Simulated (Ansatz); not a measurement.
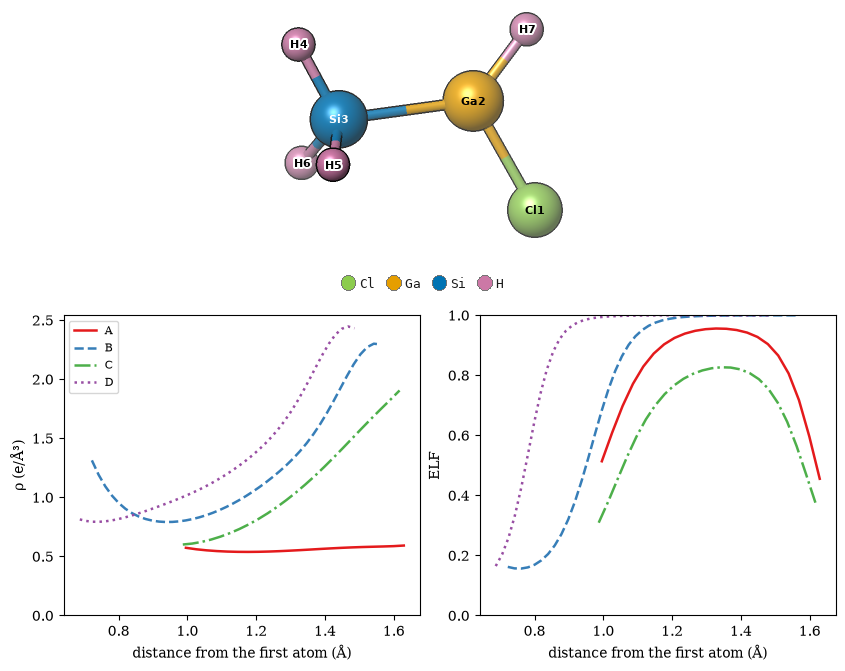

*ClGaH4Si (SMILES [SiH3][GaH][Cl]). Total electron density and ELF along straight lines between neighbouring atoms. The curves leave out the atomic cores. The structure is drawn too.*

Geometry: B3LYP-D3(BJ)/6-311G**.

Method: isolated molecule in a Gaussian basis; Kohn-Sham density functional theory, functional PBE0 (Ansatz).

The calculation's input:

```
crystal:
  periodic: [false, false, false]
  atoms:
    - {symbol: Cl, position_ang: [1.703573, 0.532953, 1.160511]}
    - {symbol: Ga, position_ang: [-0.154118, -0.575690, 0.807632]}
    - {symbol: Si, position_ang: [-0.873735, -0.476450, -1.493576]}
    - {symbol: H, position_ang: [-2.135624, -1.231736, -1.704588]}
    - {symbol: H, position_ang: [0.190270, -1.053273, -2.354705]}
    - {symbol: H, position_ang: [-1.086317, 0.944845, -1.869159]}
    - {symbol: H, position_ang: [-0.703798, -1.247270, 2.105384]}
basis:
  gaussian:
    orbitals: def2-TZVPD
hamiltonian:
  xc: pbe0
output: {forces: true, orbitals: {seedname: orbitals}}
```

Launched as:

```sh
ansatz run input.yaml --threads 2 --pin off --max-ram 4350MiB --events-out events.jsonl --progress --plain --runs-dir runs
```

Which curve belongs to which contact (Ga–Cl, Ga–H, Ga–Si and Si–H)? The first atom named is at distance zero.

Curve A: Ga–Si (2.41 Å): the density is about 0.54 e/Å³ at the midpoint; the ELF peaks at about 0.95 between the atoms: localised, covalent bonding. Curve B: Ga–H (1.56 Å): ρ is about 1 e/Å³ halfway; the ELF climbs to about 1 towards the hydrogen. Curve C: Ga–Cl (2.19 Å): ρ at the midpoint is about 0.67 e/Å³; the ELF peaks at about 0.85 in the valence shell of Cl, 0.8 Å from its nucleus, and is about 0.60 at the midpoint. Curve D: Si–H (1.49 Å): ρ is about 0.79 e/Å³ halfway; the ELF climbs to about 1 towards the hydrogen.
